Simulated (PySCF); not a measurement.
C3H6NSi, doublet, SMILES `[CH]1N=CC[SiH2]1`.

Level of theory: B3LYP/aug-cc-pVDZ (PySCF), at a geometry from GFN2-xTB. No frequency check shows the geometry to be a minimum. The stability of the open-shell solution wasn't checked. GFN2-xTB doesn't know the spin state, so this open-shell geometry is rough.

Coordinates in Å:

```
C1      -0.1235    1.3075    0.0001
N2      -1.3427    0.7750   -0.0001
C3      -1.3753   -0.5264   -0.0003
C4      -0.1087   -1.3200    0.0004
Si5      1.2511    0.0272   -0.0003
H6      -0.0775    2.3851    0.0015
H7      -2.3411   -1.0099   -0.0013
H8      -0.0950   -1.9768    0.8727
H9      -0.0954   -1.9784   -0.8692
H10      2.0684    0.0028   -1.2149
H11      2.0689    0.0050    1.2140
```

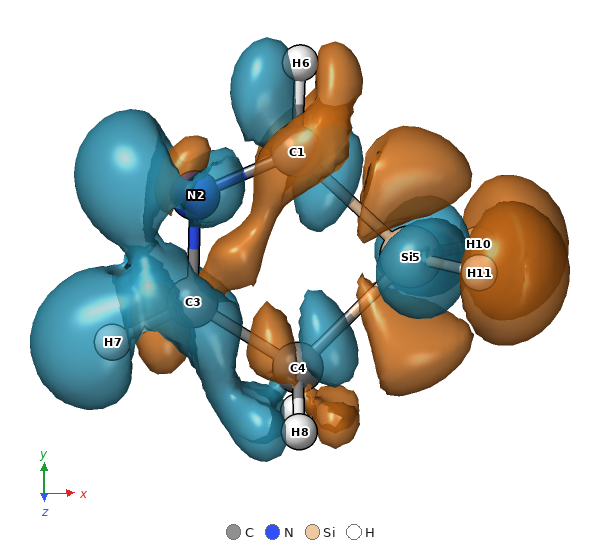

Change of the electron density in a uniform field of 0.21 V/Å, surfaces at ±0.0015 e/Å³ (light blue: gain, orange: loss).

> Along which Cartesian direction does the field point?

Along +x: electrons gather on the −x side, against the field.

> How large is the response?

The induced dipole is 0.82 D (along the field); α along this axis, from the fields in both directions, is 80 bohr³ (11.9 Å³).

> Which atoms gain and lose the most charge?

Electrons gather most on N2 (Hirshfeld charge changes by −0.012 e) and leave Si5 most (+0.013 e); 0.063 electrons are displaced in all.
